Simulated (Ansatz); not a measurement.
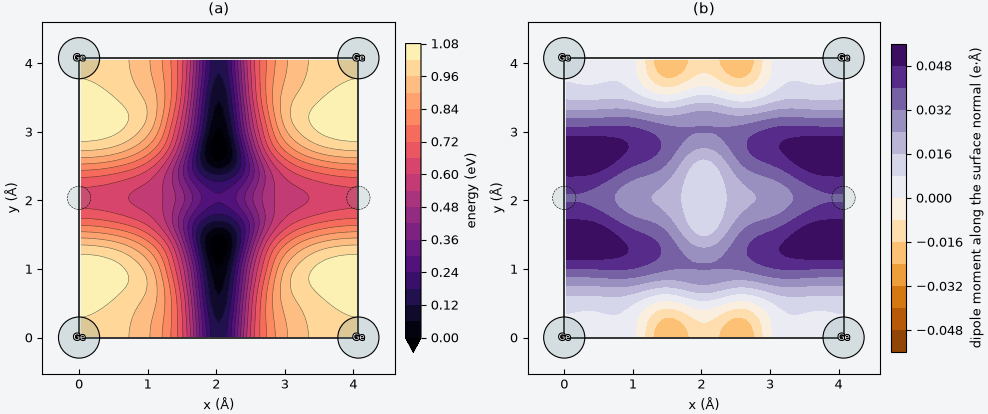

Si on a Ge(100) slab cut from the Fd-3m phase, its upper half relaxed before the scan (4 atoms of substrate and one adsorbate in a 1 × 1 cell). Si is moved over the surface cell; relaxed at each place: the height of the adsorbate's atoms; substrate rigid; the origin of the map has the adsorbate above Ge4. Places are given modulo a cell vector. The map is drawn in real space over the plane of the surface. The scan uses an 8 × 8 grid; 25 points were computed and 39 follow by symmetry. Energies are in eV, from the lowest grid point. With one adsorbate in each 1 × 1 cell, its nearest image is 4.1 Å away, so neighbouring adsorbates interact. Theory: DFT PBE, scalar-relativistic, plane waves, PAW in Ansatz. Settings: cutoff 420 eV, k-mesh 7×7×1, gaussian smearing 0.1 eV, no spin polarisation.

Panel (a) is the energy; panel (b) is the computed dipole moment along the surface normal, in e·Å.

The picture shows filled contours, labelled circles for the atoms of the top layer and small ones for the second layer, the outline of one cell of the plane. Between grid points the surface is interpolated.

> How does the dipole moment along the surface normal vary over the map, and what is it at the lowest grid point?

It runs from −0.02 e·Å at (3/8, 0/8) of the cell vectors [nearest 1 Ge at 2.32 Å] to 0.05 e·Å at (0/8, 3/8) of the cell vectors [nearest 1 Ge at 2.27 Å]. At the lowest grid point, (4/8, 2/8) of the cell vectors [nearest 2 Ge at 2.44 Å], it is 0.03 e·Å.

PAW datasets: the set soft_1.
